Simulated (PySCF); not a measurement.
Consider C4H8B2OS (SMILES C=C[C@H]1CSBBO1).

Input

```
{"job": {"kind": "nmr", "xc": "PBE0", "basis": "pcSseg-1"}, "charge": 0, "multiplicity": 1}
C      1.500577     1.460274    -0.178998
C      1.496544     0.145329    -0.082186
C      0.430740    -0.766339    -0.635762
C     -0.160469    -1.636458     0.478166
S     -0.924164    -0.644953     1.828895
B     -1.660165     0.676918     0.933739
B     -1.552572     0.602654    -0.738190
O     -0.572485    -0.081714    -1.351828
H      0.715490     1.995712    -0.687709
H      2.292019     2.054541     0.243494
H      2.291772    -0.381560     0.427542
H      0.908146    -1.443793    -1.363819
H     -0.929860    -2.294313     0.072110
H      0.618381    -2.235099     0.946320
H     -2.152225     1.493014     1.615123
H     -2.309329     1.064729    -1.518307
```

Launched as:

```sh
OMP_NUM_THREADS=1 python probes_run.py task.json out
```

Geometry: GFN2-xTB.

All numbers below come from PBE0/pcSseg-1, SCF density, gas phase, non-relativistic in PySCF.

Question: What can the converged electron density and electron localisation function tell about the bonding?

Answer: C–C (1.32 Å): the density is about 2.3 e/Å³ at the midpoint; the ELF peaks at about 0.95 between the atoms: a multiple bond.
C–O (1.41 Å): ρ at the midpoint is about 2.1 e/Å³, with its minimum of 1.8 e/Å³ about 0.5 Å from C; the ELF peaks at about 0.90 between the atoms, as expected for a shared but strongly polarised pair.

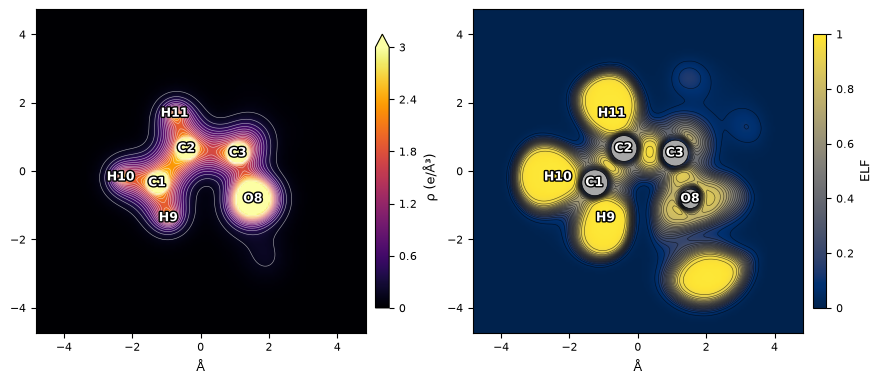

Computed electron density and electron localisation function on the plane of atoms C3, C2 and H11, in this order. Grey discs cover the atomic cores in the ELF map. 
